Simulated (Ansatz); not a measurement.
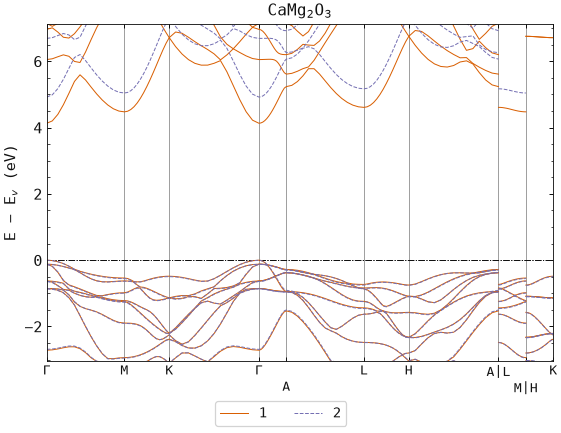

Band structures of CaMg₂O₃, space group P-3m1 (No. 164), 6 atoms in the cell, by two methods on the same cell. Each is counted from its own valence-band top.

Which curve is which? The methods: r2SCAN, PBE.

Answer. 1 is PBE; 2 is r2SCAN. PBE gives a gap of 4.13 eV along the path and r2SCAN gives a gap of 4.92 eV along the path.

Settings. PBE: DFT PBE, scalar-relativistic, plane waves, PAW, no spin polarisation, 12×12×4 k mesh, 420 eV cutoff, Gaussian smearing of 0.02 eV (Ansatz 0.2.0). r2SCAN: DFT r2SCAN, scalar-relativistic, plane waves, PAW, no spin polarisation, 12×12×4 k mesh, 500 eV cutoff (Ansatz 0.2.0).

The structure is an invented one, so it need not be a known or stable phase.
